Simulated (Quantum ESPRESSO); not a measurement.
# BaZrO3 (Pm-3m): Raman and infrared activity

Wanted: vibrational spectra of BaZrO3 (Pm-3m) from linear and non-linear response.

Calculated with Quantum ESPRESSO 8.0 development, patched; DFT LDA, scalar-relativistic, plane waves, PseudoDojo norm-conserving pseudopotentials.

**Measured values to reproduce.**

For BaZrO3, cubic perovskite (solid-state synthesised powder, 300 K), “EXAFS study of lead-free relaxor ferroelectric BaTi(1-x)Zr(x)O3 at the Zr K-edge” (2006, arxiv:cond-mat/0602127) gives, by X-ray diffraction: lattice constant a (cubic cell parameter) 4.192 ± 0.001 Å.

“Broadband dielectric spectroscopy of Ba(Zr,Ti)O3: dynamics of relaxors and diffuse ferroelectrics” (2013, arxiv:1312.3131) quotes from earlier work for BaZrO3, cubic perovskite (ceramic, earlier study, 300 K): static dielectric constant (static permittivity) about 36 [polycrystalline ceramic; value quoted from the authors' earlier paper].

## Step 1: Starting point

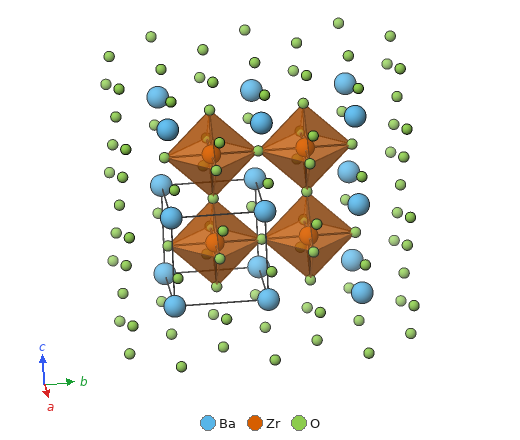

The cell as given, slightly off an axis (barium blue, zirconium orange, oxygen green). 1×2×2 cells are drawn. Some periodic images of atoms are drawn too.

## Step 2: A probe with smearing

A cheap run with smearing and empty bands tells whether the crystal has a gap, which decides between fixed occupations and smearing later on.

Contents of probe.in:

```
&control
   calculation = 'scf'
   prefix = 'x'
   outdir = './tmp'
   pseudo_dir = './pseudo'
   tprnfor = .true.
   tstress = .true.
   verbosity = 'high'
/
&system
   ibrav = 0
   nat = 5
   ntyp = 3
   ecutwfc = 84.0
   occupations = 'smearing'
   smearing = 'gaussian'
   degauss = 0.01
/
&electrons
   conv_thr = 1.0d-07
   mixing_beta = 0.7
   electron_maxstep = 100
/
ATOMIC_SPECIES
 Ba    137.3270  Ba.upf
 Zr     91.2240  Zr.upf
 O      15.9990  O.upf
CELL_PARAMETERS angstrom
     4.191340000    0.000000000    0.000000000
     0.000000000    4.191340000    0.000000000
     0.000000000    0.000000000    4.191340000
ATOMIC_POSITIONS crystal
 Ba     0.000000000   0.000000000   0.000000000
 Zr     0.500000000   0.500000000   0.500000000
 O      0.000000000   0.500000000   0.500000000
 O      0.500000000   0.000000000   0.500000000
 O      0.500000000   0.500000000   0.000000000
K_POINTS automatic
 4 4 4 0 0 0
```

Launch:

```
$ OMP_NUM_THREADS=1 mpirun -n 4 pw.x -nk 4 -in probe.in > probe.out
```

The runs that follow: relaxation; ground state; linear response at Γ; modes with the sum rule; sum rules set otherwise (asr crystal); sum rules set otherwise: a sum rule for molecules or wires on a crystal; the LO-TO splitting (1 0 0). Settings of the main run: cutoff 84 Ry, 6×6×6 k-mesh, fixed occupations, response threshold 1.00e-18, field response on, Raman on, q point (0, 0, 0).

**Question.** What will these runs give for the highest mode moved by the LO-TO term?

No mode is Raman active in this structure; the strongest infrared line lies at 525 cm⁻¹. At the LDA level the optical modes of BaZrO3 (Pm-3m) at the zone centre (no LO-TO term) run from 97 to 525 cm⁻¹. Along the directions run, the highest mode that the macroscopic field moves lies at 714 cm⁻¹.

```
volume per atom                                                        : 14.3 Å³
gap on the k-mesh                                                      : 3.17 eV
highest optical zone-centre mode (no LO-TO term)                       : 524.5 cm⁻¹
lowest optical zone-centre mode                                        : 97.3 cm⁻¹
highest mode moved by the LO-TO term                                   : 714.0 cm⁻¹
mean high-frequency dielectric constant                                : 4.90
largest Born charge in size (third of the trace)                       : 6.11 e
mean static dielectric constant                                        : 64.5
imaginary optical modes at the zone centre (no q mesh in this session) : none
```

Lattice motion raises the mean dielectric constant from 4.902 to 64.49. Of the 12 optical modes, 9 are infrared active alone and 3 are silent. These are harmonic frequencies at zero temperature: anharmonic shifts and linewidths and thermal expansion are left out. Spin-orbit coupling is left out, which can matter for the heavy elements here. The published file for Ba has no f projectors, which tends to make oxide cells too large. The build is a development version in which the Raman tensors of release 7.5 are mended; dynmat.x leaves out the electro-optic term of LO lines.

Calculation against experiment:

| quantity | measured | LDA PseudoDojo norm-conserving, Quantum ESPRESSO |
| --- | --- | --- |
| lattice constant a (Å) | 4.192 | 4.150 (-1.0 %) |
| static dielectric constant (mean of the tensor) | 36 | 64.49 (+79.1 %) |

Measured values from arxiv:cond-mat/0602127 (2006) and arxiv:1312.3131 (2013).

How well it matches: The lattice constant a is off by -1.0 %: fair agreement. The static dielectric constant is off by +79.1 %. The grades are ours: good and fair within 0.7 and 1.5 % for the lattice constant a and 10 and 25 % for the static dielectric constant. For lattice constants and static dielectric constant the calculation has a static lattice, without zero-point motion or thermal expansion (measured at up to 300 K).

[Host names and launcher messages were left out of these logs when they were recorded.]

[Logs are printed without paths, hosts, clocks, repeated set-up lines and the standing remarks that a program may print on its own settings, such as how far it seeks lower states.]

[Hosts, paths, dates, database ids (printed as entryN), source tags and the programs' standing remarks are cut or masked in the printed files.]
